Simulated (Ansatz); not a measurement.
System: H7NOSi2.

```xyz
11

Si   -0.1167    0.0666    0.1023
N    -0.1882    0.0745    1.8516
H    -0.5737   -0.6894    2.3867
H     0.2617    0.7808    2.4148
O     1.2470   -0.6645   -0.5807
Si    2.6191   -1.5598   -0.9799
H     2.2273   -2.8275   -1.6939
H     3.5100   -0.7516   -1.8841
H     3.3941   -1.9288    0.2597
H    -0.1044    1.4981   -0.3450
H    -1.3161   -0.7008   -0.3744
```

Method: Ansatz 0.2.0, RKS r2SCAN-D4/6-31G.

Q: Predict the electron density and electron localisation function between the atoms.

A: Si–O (1.69 Å): ρ is about 0.83 e/Å³ halfway; the ELF peaks at about 0.85 between the atoms, as expected for a shared but strongly polarised pair.
Si–N (1.75 Å): the density is about 0.88 e/Å³ at the midpoint; the ELF peaks at about 0.90 between the atoms (a shared but strongly polarised pair).
Si–H (1.51 Å): the density is about 0.66 e/Å³ at the midpoint; the ELF climbs to about 1 towards the hydrogen, as it does in any bond to H.

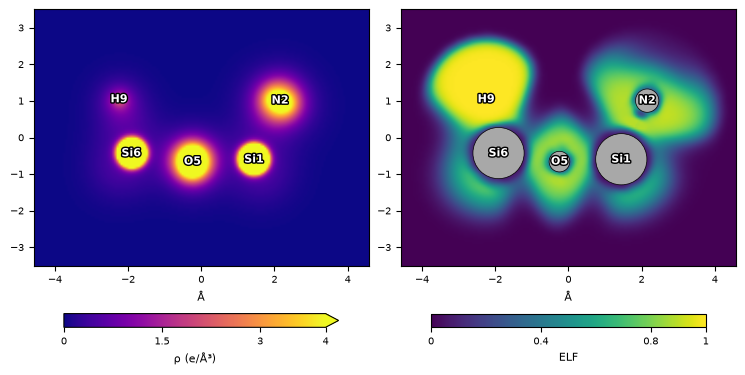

Computed electron density and electron localisation function on the plane of atoms N2, Si1 and O5, in this order. Grey discs cover the atomic cores in the ELF map. 
